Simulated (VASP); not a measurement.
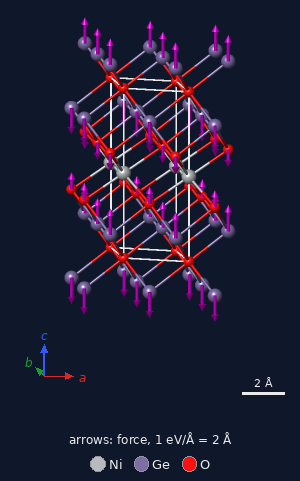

Starting geometry of solid NiGe₂O₃ (a generated structure, set up in P-3m1) with the computed forces as purple arrows. The picture is a ball-and-stick view of the cell of the calculation, seen slightly off an axis.

The run lets cell and atoms move.

Computed with Kohn-Sham DFT of a periodic cell, PBE, VASP PAW PBE potentials, recommended in VASP 6.6.1.

Input
```
PREC = Normal
ENCUT = 520
EDIFF = 1E-4
ISMEAR = 0
SIGMA = 0.15
LREAL = F
LASPH = T
NELM = 60
ALGO = Fast
ISIF = 3
LWAVE = F
LCHARG = F
ISPIN = 2
MAGMOM = 1 0 0 0 0 0
LORBIT = 11
LMAXMIX = 4
GGA = PE
IBRION = 2
NSW = 24
EDIFFG = -0.08
```

Launched with:
```bash
cat potpaw_PBE.64/Ni/POTCAR potpaw_PBE.64/Ge_d/POTCAR potpaw_PBE.64/O/POTCAR > POTCAR
mpirun -np 1 vasp_std > vasp.out
```

**Is this structure relaxed? If not, where do the atoms go?**

It isn't relaxed: the largest force vector, on Ge atoms, is 0.64 eV/Å. The atoms end up moving mostly along the starting forces (cosine between the two patterns 0.94). The largest moves relative to the cell, 0.11 Å, are those of O atoms. Largest moves by element: O 0.11 Å, Ge 0.08 Å. Ni stays in place. Cell: a = b 3.323 → 3.254 Å (−2.1 %), c 8.246 → 7.840 Å (−4.9 %). Volume −8.9 %. Some distances before and after: Ni–O 2.291 → 2.168 Å, Ge–O 2.402 → 2.343 Å, Ge–O 2.390 → 2.366 Å. Among the angles between lasting bonds that change: O–Ni–O 87.0° → 82.7°, O–Ni–O 93.0° → 97.3°, Ni–O–Ni 93.0° → 97.3°. The space group stays P-3m1 (No. 164). Over 13 geometry steps the energy falls by 59.4 meV per atom. The largest force component goes from 0.64 to 0.056 eV/Å. Pressure: −9.38 GPa at the start and 0.19 GPa at the end. It ran on 1 thread of Intel(R) Xeon(R) Platinum 8259CL CPU @ 2.50GHz (Skylake/Cascade Lake) (shared host).

Limits of the set-up: only the magnetic order of this start and cell was tried (total moment 2.0 μB per cell).
